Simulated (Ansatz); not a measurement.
**Run report: C2H5ClOSi, nudged elastic band (part 1 of 2)**

C2H5ClOSi, computed with UKS PBE0-D4/def2-SVP (Ansatz 0.2.0).

The run did not end well. It belongs to a series of runs on one base structure; here: band between the two ends.

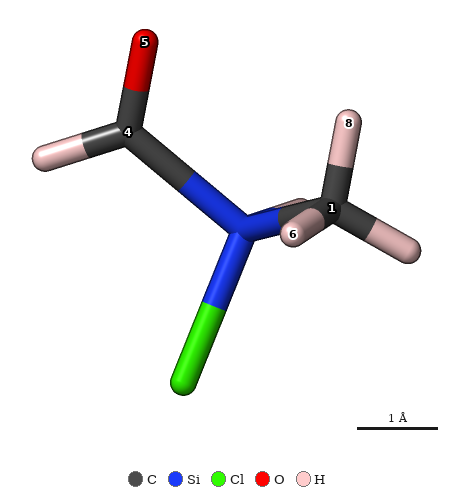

Fig. 1: The starting structure (stick view, seen at a tilt; atoms are numbered from 1 in the order of the input). Bond lengths as drawn: Cl–Si 2.08 Å, C–H 1.10 to 1.13 Å, C–O 1.21 Å, C–Si 1.86 to 1.93 Å and H–Si 1.49 Å.

## Input
```yaml
crystal:
  periodic: [false, false, false]
  atoms:
    - { symbol: C, position_ang: [-0.688451, 1.252624, 0.109487] }
    - { symbol: Si, position_ang: [-0.2439, -0.44479, -0.507013] }
    - { symbol: Cl, position_ang: [0.452815, -0.399143, -2.462542] }
    - { symbol: C, position_ang: [1.161344, -1.151938, 0.607874] }
    - { symbol: O, position_ang: [1.09667, -0.980201, 1.800954] }
    - { symbol: H, position_ang: [0.128102, 1.963082, -0.087746] }
    - { symbol: H, position_ang: [-1.606853, 1.630012, -0.363067] }
    - { symbol: H, position_ang: [-0.842372, 1.194363, 1.198876] }
    - { symbol: H, position_ang: [-1.394688, -1.39204, -0.450614] }
    - { symbol: H, position_ang: [2.020431, -1.723069, 0.156691] }
magnetization:
  spin_polarized: true
basis:
  gaussian: { orbitals: def2-SVP }
hamiltonian:
  xc: pbe0
  dispersion: d4
neb:
  order_check: false
  images: 5
  f_tol: 0.05
  max_iterations: 30
  final_atoms:
    - { symbol: C, position_ang: [-0.6991862, 1.21124315, 0.14775356] }
    - { symbol: Si, position_ang: [-0.44918937, -0.49621327, -0.57076817] }
    - { symbol: Cl, position_ang: [0.19677949, -0.32457833, -2.54233328] }
    - { symbol: C, position_ang: [0.91235111, -1.56592874, 0.24112005] }
    - { symbol: O, position_ang: [1.68933765, -0.85102641, 1.01676032] }
    - { symbol: H, position_ang: [0.25524781, 1.75854904, 0.16647567] }
    - { symbol: H, position_ang: [-1.42406719, 1.7915597, -0.44293027] }
    - { symbol: H, position_ang: [-1.07402754, 1.13685883, 1.1811277] }
    - { symbol: H, position_ang: [-1.71040554, -1.2902264, -0.57625188] }
    - { symbol: H, position_ang: [2.38625779, -1.42133758, 1.3819463] }
  initial_path:
    images:
      - { positions_ang: [[-0.688451, 1.252624, 0.109487], [-0.2439, -0.44479, -0.507013], [0.452815, -0.399143, -2.462542], [1.161344, -1.151938, 0.607874], [1.09667, -0.980201, 1.800954], [0.128102, 1.963082, -0.087746], [-1.606853, 1.630012, -0.363067], [-0.842372, 1.194363, 1.198876], [-1.394688, -1.39204, -0.450614], [2.020431, -1.723069, 0.156691]] }
      - { positions_ang: [[-0.68359108, 1.22892951, 0.11054024], [-0.25592692, -0.44352944, -0.52503391], [0.35119184, -0.34152374, -2.49780266], [1.18941116, -1.17347387, 0.50892569], [1.1845633, -0.98023343, 1.69546331], [0.12633486, 1.95420564, -0.04413115], [-1.58115497, 1.64290942, -0.39081138], [-0.88905703, 1.18942045, 1.18219628], [-1.41761491, -1.36511027, -0.46288898], [2.05894174, -1.76269426, 0.42644257]] }
      - { positions_ang: [[-0.67873117, 1.20523501, 0.11159348], [-0.26795385, -0.44226888, -0.54305483], [0.24956869, -0.28390448, -2.53306332], [1.21747833, -1.19500974, 0.40997738], [1.2724566, -0.98026585, 1.58997261], [0.12456773, 1.94532927, -0.0005163], [-1.55545694, 1.65580684, -0.41855576], [-0.93574205, 1.18447789, 1.16551656], [-1.44054182, -1.33818054, -0.47516396], [2.09745248, -1.80231952, 0.69619413]] }
      - { positions_ang: [[-0.67387125, 1.18154052, 0.11264672], [-0.27998077, -0.44100832, -0.56107574], [0.14794553, -0.22628523, -2.56832397], [1.24554549, -1.21654562, 0.31102907], [1.3603499, -0.98029828, 1.48448192], [0.12280059, 1.93645291, 0.04309856], [-1.52975891, 1.66870426, -0.44630015], [-0.98242708, 1.17953534, 1.14883683], [-1.46346873, -1.3112508, -0.48743893], [2.13596323, -1.84194478, 0.9659457]] }
      - { positions_ang: [[-0.68230957, 1.19144139, 0.124349], [-0.33638363, -0.45940997, -0.56430655], [0.16422352, -0.25904959, -2.55966041], [1.13448069, -1.33300666, 0.28772606], [1.47001248, -0.93720766, 1.32857472], [0.16694966, 1.87715162, 0.08422426], [-1.49452834, 1.70965607, -0.44517685], [-1.01296056, 1.16530984, 1.15960046], [-1.545781, -1.30424267, -0.51704325], [2.21939475, -1.70174238, 1.10461256]] }
      - { positions_ang: [[-0.69074788, 1.20134227, 0.13605128], [-0.3927865, -0.47781162, -0.56753736], [0.1805015, -0.29181396, -2.55099684], [1.0234159, -1.4494677, 0.26442306], [1.57967506, -0.89411703, 1.17266752], [0.21109874, 1.81785033, 0.12534997], [-1.45929776, 1.75060789, -0.44405356], [-1.04349405, 1.15108434, 1.17036408], [-1.62809327, -1.29723453, -0.54664756], [2.30282627, -1.56153998, 1.24327943]] }
      - { positions_ang: [[-0.6991862, 1.21124315, 0.14775356], [-0.44918937, -0.49621327, -0.57076817], [0.19677949, -0.32457833, -2.54233328], [0.91235111, -1.56592874, 0.24112005], [1.68933765, -0.85102641, 1.01676032], [0.25524781, 1.75854904, 0.16647567], [-1.42406719, 1.7915597, -0.44293027], [-1.07402754, 1.13685883, 1.1811277], [-1.71040554, -1.2902264, -0.57625188], [2.38625779, -1.42133758, 1.3819463]] }
```

Run as:
```bash
ansatz run input.yaml --threads 2 --pin off --max-ram 3072MiB --backend cpu --events-out ev --progress --plain --runs-dir out
```

## The program's output
```
Engine: ansatz 0.2.0, x86_64-unknown-linux-gnu
Functional definition: PBE0
  parameter a = 0.25
  parameter kappa = 0.804
  parameter beta = 0.06672455060314922
  exchange = (1 - a)*pbe_x(kappa = kappa, mu = beta*pi^2/3) + a*exact_x
  correlation = pbe_c(beta = beta)
1089 factors; integrals over basis functions are off by at most 3.6e-4 eV
mean field evaluation 1: about -24576.3234 eV, gradient 3.6e1 eV
mean field evaluation 2: about -24569.3009 eV, gradient 5.4e1 eV
mean field evaluation 4: about -24582.0215 eV, gradient 2.1e0 eV
mean field evaluation 8: about -24582.0581 eV, gradient 4.3e-2 eV
mean field evaluation 16: about -24582.0581 eV, gradient 3.7e-5 eV
mean field -24582.05810872 eV, -903.3739731780 hartree, gradient 3.7e-5 eV, S^2 0.000000; 0 other end points of the search recorded, 0 dependent functions left out
the calculation of the forces begins
reference -24582.05813304 eV, -903.3739740719 hartree; 28, 28 occupied and 75, 75 virtual orbitals, 1089 factors
1091 factors; integrals over basis functions are off by at most 7.9e-4 eV
mean field evaluation 32: about -24579.5595 eV, gradient 8.4e-5 eV
mean field -24579.60511815 eV, -903.2838274372 hartree, gradient 2.0e-5 eV, S^2 0.329164; 3 other end points of the search recorded, 0 dependent functions left out
[... from here on the field's lines of each further geometry are left out, up to the last ...]
NEB iter   1: max|band force component| = 1.194e1 eV/Å  barrier→ = 4.4798 eV  barrier← = 2.0271 eV  Δτ_max = 0.1945 Å  (486 SCF iters)
NEB iter   2: max|band force component| = 2.596e0 eV/Å  barrier→ = 3.3786 eV  barrier← = 0.9259 eV  Δτ_max = 0.1986 Å  (230 SCF iters)
NEB iter   3: max|band force component| = 1.489e0 eV/Å  barrier→ = 3.0741 eV  barrier← = 0.6214 eV  Δτ_max = 0.2000 Å  (215 SCF iters)
NEB iter   4: max|band force component| = 2.267e0 eV/Å  barrier→ = 2.9275 eV  barrier← = 0.4748 eV  Δτ_max = 0.1004 Å  (201 SCF iters)
NEB iter   5: max|band force component| = 1.968e0 eV/Å  barrier→ = 2.8247 eV  barrier← = 0.3720 eV  Δτ_max = 0.0997 Å  (192 SCF iters)
NEB iter   6: max|band force component| = 1.351e0 eV/Å  barrier→ = 2.8636 eV  barrier← = 0.4109 eV  Δτ_max = 0.0997 Å  (217 SCF iters)
NEB iter   7: max|band force component| = 5.265e-1 eV/Å  barrier→ = 2.8827 eV  barrier← = 0.4300 eV  Δτ_max = 0.2000 Å  (190 SCF iters)
NEB iter   8: max|band force component| = 1.316e0 eV/Å  barrier→ = 3.5321 eV  barrier← = 1.0794 eV  Δτ_max = 0.0998 Å  (199 SCF iters)
NEB iter   9: max|band force component| = 8.597e-1 eV/Å  barrier→ = 3.7843 eV  barrier← = 1.3316 eV  Δτ_max = 0.1029 Å  (189 SCF iters)
NEB iter  10: max|band force component| = 9.793e-1 eV/Å  barrier→ = 3.9991 eV  barrier← = 1.5464 eV  Δτ_max = 0.1002 Å  (195 SCF iters)
NEB iter  11: max|band force component| = 1.468e0 eV/Å  barrier→ = 3.9604 eV  barrier← = 1.5077 eV  Δτ_max = 0.0501 Å  (206 SCF iters)
NEB iter  12: max|band force component| = 1.460e0 eV/Å  barrier→ = 3.8569 eV  barrier← = 1.4042 eV  Δτ_max = 0.0501 Å  (324 SCF iters)
NEB iter  13: max|band force component| = 1.630e0 eV/Å  barrier→ = 3.7965 eV  barrier← = 1.3438 eV  Δτ_max = 0.0250 Å  (237 SCF iters)
NEB iter  14: max|band force component| = 1.537e0 eV/Å  barrier→ = 3.7446 eV  barrier← = 1.2919 eV  Δτ_max = 0.0498 Å  (198 SCF iters)
NEB iter  15: max|band force component| = 1.601e0 eV/Å  barrier→ = 3.5206 eV  barrier← = 1.0679 eV  Δτ_max = 0.0990 Å  (200 SCF iters)
NEB iter  16: max|band force component| = 2.093e0 eV/Å  barrier→ = 3.2792 eV  barrier← = 0.8265 eV  Δτ_max = 0.0982 Å  (224 SCF iters)
NEB iter  17: max|band force component| = 2.579e0 eV/Å  barrier→ = 2.8954 eV  barrier← = 0.4427 eV  Δτ_max = 0.0502 Å  (201 SCF iters)
NEB iter  18: max|band force component| = 1.783e0 eV/Å  barrier→ = 2.7160 eV  barrier← = 0.2633 eV  Δτ_max = 0.1002 Å  (195 SCF iters)
NEB iter  19: max|band force component| = 1.377e0 eV/Å  barrier→ = 2.5689 eV  barrier← = 0.1161 eV  Δτ_max = 0.0500 Å  (198 SCF iters)
NEB iter  20: max|band force component| = 5.086e-1 eV/Å  barrier→ = 2.7741 eV  barrier← = 0.3214 eV  Δτ_max = 0.0989 Å  (195 SCF iters)
NEB iter  21: max|band force component| = 4.545e0 eV/Å  barrier→ = 2.7554 eV  barrier← = 0.3027 eV  CI = image 2  Δτ_max = 0.1971 Å  (197 SCF iters)
NEB iter  22: max|band force component| = 5.188e0 eV/Å  barrier→ = 2.7884 eV  barrier← = 0.3357 eV  CI = image 2  Δτ_max = 0.1989 Å  (204 SCF iters)
NEB iter  23: max|band force component| = 4.775e0 eV/Å  barrier→ = 3.0041 eV  barrier← = 0.5514 eV  CI = image 2  Δτ_max = 0.2000 Å  (197 SCF iters)
NEB iter  24: max|band force component| = 1.997e0 eV/Å  barrier→ = 3.8024 eV  barrier← = 1.3497 eV  CI = image 2  Δτ_max = 0.1991 Å  (219 SCF iters)
NEB iter  25: max|band force component| = 1.004e0 eV/Å  barrier→ = 3.7829 eV  barrier← = 1.3302 eV  CI = image 2  Δτ_max = 0.1222 Å  (280 SCF iters)
NEB iter  26: max|band force component| = 6.211e-1 eV/Å  barrier→ = 3.7687 eV  barrier← = 1.3160 eV  CI = image 2  Δτ_max = 0.1375 Å  (216 SCF iters)
NEB iter  27: max|band force component| = 2.130e-1 eV/Å  barrier→ = 3.7573 eV  barrier← = 1.3046 eV  CI = image 2  Δτ_max = 0.0742 Å  (266 SCF iters)
NEB iter  28: max|band force component| = 1.571e-1 eV/Å  barrier→ = 3.7549 eV  barrier← = 1.3022 eV  CI = image 2  Δτ_max = 0.1031 Å  (215 SCF iters)
NEB iter  29: max|band force component| = 2.960e-1 eV/Å  barrier→ = 3.7518 eV  barrier← = 1.2991 eV  CI = image 2  Δτ_max = 0.0516 Å  (256 SCF iters)
the calculation of the forces begins
reference -24579.59969594 eV, -903.2836281746 hartree; 28, 28 occupied and 75, 75 virtual orbitals, 1091 factors
these checks for a lower state are left out or cut short: starts, cluster_reference, orbital_swaps, neighbouring_geometries, increment
1090 factors; integrals over basis functions are off by at most 1.1e-3 eV
mean field -24579.59645685 eV, -903.2835091402 hartree, gradient 2.0e-5 eV, S^2 0.340904; 0 other end points of the search recorded, 0 dependent functions left out
the calculation of the forces begins
reference -24579.59648230 eV, -903.2835100758 hartree; 28, 28 occupied and 75, 75 virtual orbitals, 1090 factors
NEB iter  30: max|band force component| = 1.851e-1 eV/Å  barrier→ = 3.7505 eV  barrier← = 1.2978 eV  CI = image 2  Δτ_max = 0.0515 Å  (223 SCF iters)
```

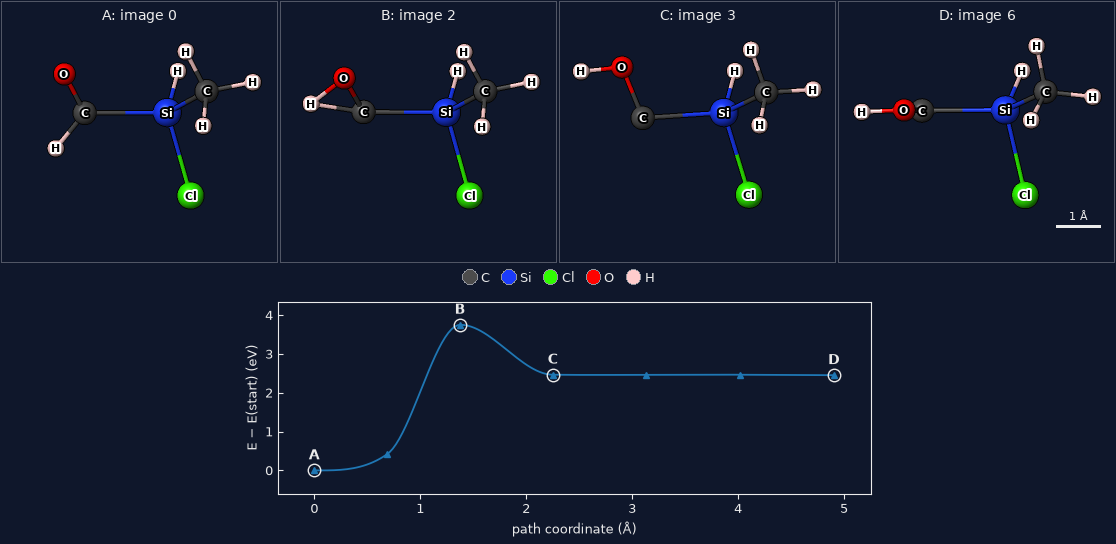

Fig. 2: Images of the last band (counted from 0; ball-and-stick, seen at a tilt) above the energy along the path; the line is a cubic interpolation that uses the forces. The highest image is number 2, 3.751 eV above the start and 1.298 eV above the end (the climbing image); the end lies 2.453 eV above the start. The path is 4.91 Å long. The band had not converged after 30 iterations.
